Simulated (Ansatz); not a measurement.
System: AlGe₂₄H₃₀P (Ge26H30 bond sphere).

The calculation's input:

```
crystal:
  periodic: [false, false, false]
  atoms:
    - {symbol: Ge, position_ang: [-2.055679, -2.115159, -0.706942]}
    - {symbol: Ge, position_ang: [-2.155150, 0.711935, -3.612062]}
    - {symbol: Ge, position_ang: [-4.800345, 0.761795, -0.631751]}
    - {symbol: Ge, position_ang: [-1.954755, 0.654390, 2.039145]}
    - {symbol: Ge, position_ang: [-2.060079, 3.544711, -0.786602]}
    - {symbol: Ge, position_ang: [0.726577, -2.167584, -3.568744]}
    - {symbol: Ge, position_ang: [0.688697, -4.980347, -0.685263]}
    - {symbol: Ge, position_ang: [0.712246, -2.084390, 2.064591]}
    - {symbol: Ge, position_ang: [3.571825, -2.154796, -0.725419]}
    - {symbol: Al, position_ang: [0.913280, 0.851149, -0.891324]}
    - {symbol: Ge, position_ang: [0.724656, 3.560882, 2.145431]}
    - {symbol: Ge, position_ang: [3.548135, 0.744839, 2.154701]}
    - {symbol: Ge, position_ang: [0.642571, 0.664210, 4.963170]}
    - {symbol: Ge, position_ang: [-3.484070, -0.693716, -2.104232]}
    - {symbol: Ge, position_ang: [-0.692248, -3.569110, -2.137483]}
    - {symbol: Ge, position_ang: [-0.759155, -0.793594, -4.966618]}
    - {symbol: Ge, position_ang: [-0.531111, -0.632756, 0.517262]}
    - {symbol: Ge, position_ang: [-0.680582, 2.159814, -2.281157]}
    - {symbol: P, position_ang: [-3.265812, 2.053206, 0.619646]}
    - {symbol: Ge, position_ang: [-0.706216, 2.139153, 3.540942]}
    - {symbol: Ge, position_ang: [-0.812147, 4.937838, 0.812892]}
    - {symbol: Ge, position_ang: [2.239271, -0.750461, -2.242154]}
    - {symbol: Ge, position_ang: [2.123889, -3.543880, 0.687528]}
    - {symbol: Ge, position_ang: [2.099270, -0.684355, 3.524259]}
    - {symbol: Ge, position_ang: [4.928109, -0.722669, 0.743581]}
    - {symbol: Ge, position_ang: [2.215580, 2.227325, 0.713430]}
    - {symbol: H, position_ang: [-2.968382, -2.951371, 0.248539]}
    - {symbol: H, position_ang: [-3.151334, 1.505470, -4.518736]}
    - {symbol: H, position_ang: [-5.635752, 0.048617, 0.470954]}
    - {symbol: H, position_ang: [-5.689946, 1.835042, -1.324988]}
    - {symbol: H, position_ang: [-3.111049, -0.116586, 2.759434]}
    - {symbol: H, position_ang: [-3.274929, 4.315321, -1.404926]}
    - {symbol: H, position_ang: [1.493436, -3.136090, -4.528334]}
    - {symbol: H, position_ang: [-0.224796, -5.859078, 0.221776]}
    - {symbol: H, position_ang: [1.554711, -5.938308, -1.557801]}
    - {symbol: H, position_ang: [-0.268099, -2.941825, 2.931891]}
    - {symbol: H, position_ang: [4.536924, -3.119067, -1.490314]}
    - {symbol: H, position_ang: [1.468904, 4.533043, 3.118447]}
    - {symbol: H, position_ang: [4.480536, 1.539515, 3.126723]}
    - {symbol: H, position_ang: [-0.303183, -0.238088, 5.812171]}
    - {symbol: H, position_ang: [1.463083, 1.551836, 5.946143]}
    - {symbol: H, position_ang: [-4.564207, -1.508425, -2.886099]}
    - {symbol: H, position_ang: [-1.635478, -4.450220, -3.019378]}
    - {symbol: H, position_ang: [-1.695854, -1.706337, -5.816833]}
    - {symbol: H, position_ang: [0.068625, 0.078437, -5.959204]}
    - {symbol: H, position_ang: [-0.141020, 3.251368, -3.267393]}
    - {symbol: H, position_ang: [-4.082022, 2.881031, 1.459002]}
    - {symbol: H, position_ang: [-1.727851, 2.985158, 4.368265]}
    - {symbol: H, position_ang: [-1.851616, 5.683913, 1.705506]}
    - {symbol: H, position_ang: [-0.066230, 6.006842, -0.039981]}
    - {symbol: H, position_ang: [3.251501, -0.150687, -3.274849]}
    - {symbol: H, position_ang: [2.999923, -4.432851, 1.628990]}
    - {symbol: H, position_ang: [2.972302, -1.603001, 4.439227]}
    - {symbol: H, position_ang: [5.822025, -1.614497, 1.659740]}
    - {symbol: H, position_ang: [5.883561, 0.156046, -0.120896]}
    - {symbol: H, position_ang: [3.219437, 3.276384, 0.126138]}
basis:
  gaussian: {orbitals: def2-SVP, fitting: {mean_field: def2-universal-jkfit}, initial_orbitals: start.molden}
hamiltonian: {xc: pbe0, dispersion: d4}
scf: {omitted_lower_state_checks: [starts]}
output: {orbitals: {seedname: orbitals}}
```

Launched as:

```sh
ansatz run in.yaml --threads 11 --pin off --events-out ev --progress --plain --max-ram 110592MiB --backend cuda --devices 0, --max-vram 75GiB
```

Geometry: PBE-D4/def2-SVP.

These are results of Ansatz, RKS PBE0-D4/def2-SVP, not measurements.

**What can the converged electron density and electron localisation function tell about the bonding?**

Ge–P (2.36 Å): ρ at the midpoint is about 0.6 e/Å³; the ELF peaks at about 0.95 between the atoms, as expected for a covalent bond.
Ge–Ge (2.45 Å): ρ at the midpoint is about 0.53 e/Å³; the ELF peaks at about 0.85 between the atoms; a shared electron pair.
Al–Ge (2.48 Å): ρ at the midpoint is about 0.47 e/Å³; the ELF peaks at about 0.95 between the atoms; a covalent bond.
P–H (1.43 Å): ρ is about 1 e/Å³ halfway; the ELF climbs to about 1 towards the hydrogen, as it does in any bond to H.

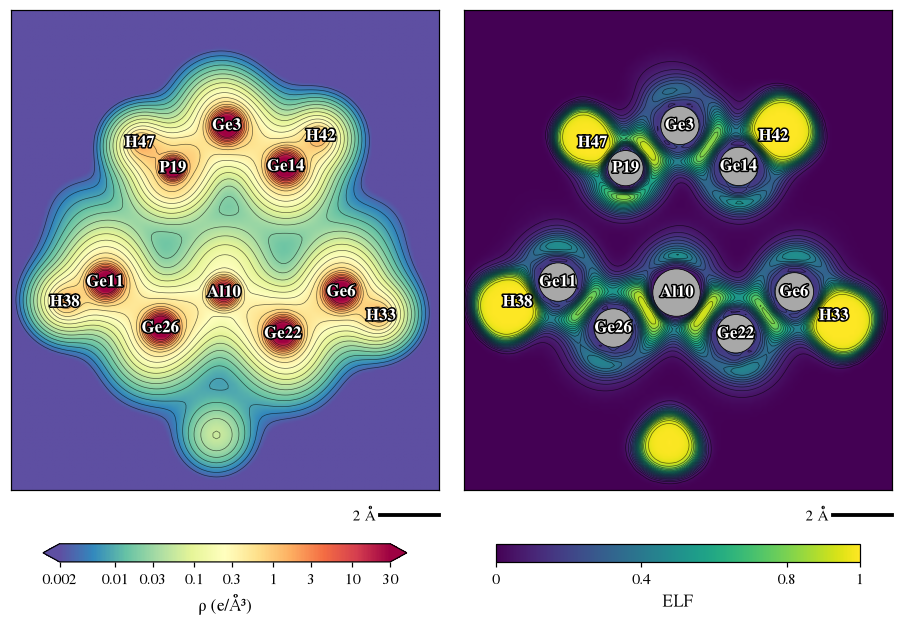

Computed electron density and electron localisation function on the plane of atoms Ge3, P19 and H47, in this order. Grey discs cover the atomic cores in the ELF map. 
